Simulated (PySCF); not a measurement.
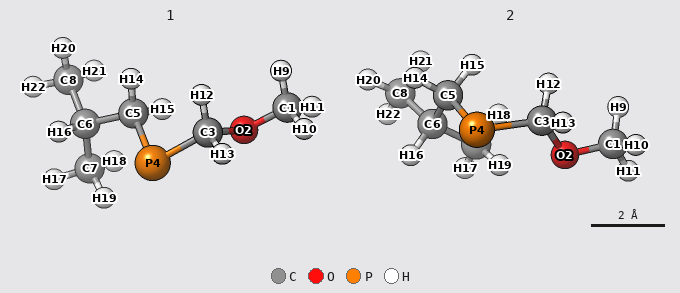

Two geometries of C6H14OP (charge −1), drawn at one scale. One is the start of a relaxation, the other its converged end. The picture is a ball-and-stick view, seen at a tilt.

Computed with PySCF 2.14.0, density-fitted response routines, PBE0-D3(BJ)/def2-SVP geometry optimisation, gas phase. 

### Which geometry has the lower energy?

Structure 2 is the relaxed one. The start comes from GFN2-xTB. Its atoms were then displaced at random by about 0.01 Å. H17 moves most after the best rigid fit: 1.98 Å. Largest moves by element: H 1.98 Å, C 1.45 Å, P 1.33 Å, O 0.87 Å. Some distances before and after: C3–P4 1.798 → 1.846 Å, C1–O2 1.419 → 1.376 Å, C1–H10 1.084 → 1.116 Å, O2–C3 1.424 → 1.452 Å. Among the angles between lasting bonds that change: C3–P4–C5 94.4° → 100.1°, P4–C5–C6 113.5° → 118.4°, H9–C1–H10 110.8° → 106.1°. Groups turn about P4–C5 by about 85°. After 23 geometry steps the energy has fallen by 0.324 eV. Cost: 12 min on 1 thread of Arm Neoverse N1 (shared host).

Limits of the set-up: the basis has no diffuse functions, which an anion needs.
